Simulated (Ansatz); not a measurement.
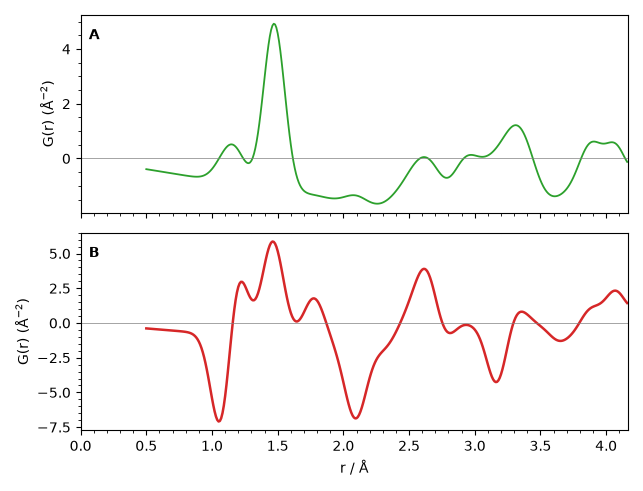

Two calculated pair distribution functions of the same structure of H₃C₂SNO₂ (amorphous model cell), one with X-ray weights (atomic numbers) and one with neutron weights (tabulated coherent scattering lengths, natural isotope mix where the element has one), both with peak width σ = 0.08 Å. Basis of the simulation: the input geometry of an electronic-structure calculation (not necessarily at equilibrium); the starting structure was generated, so it need not be a known form of this composition.

> Which curve is the neutron PDF?

Curve B is the neutron PDF and A the X-ray PDF. The weight that changes most is that of C–H (first at 1.09 Å): 0.02 for X-rays, -0.44 for neutrons. The scattering length of H is negative, so pairs with the other elements point downwards in the neutron curve.

> Give the weight with which each partial g(r) enters the total (Faber–Ziman weights, summing to 1).

```tsv
pair	X-ray	neutron
C–C	0.05	0.26
C–N	0.06	0.37
C–H	0.02	-0.44
C–S	0.13	0.11
C–O	0.13	0.46
N–N	0.02	0.13
N–H	0.01	-0.31
N–S	0.08	0.08
N–O	0.08	0.32
H–H	0.00	0.19
H–S	0.03	-0.10
H–O	0.03	-0.39
S–S	0.09	0.01
S–O	0.18	0.10
O–O	0.09	0.20
```

Scattering lengths used: C 6.65 fm, N 9.36 fm, H -3.74 fm, S 2.85 fm, O 5.80 fm.
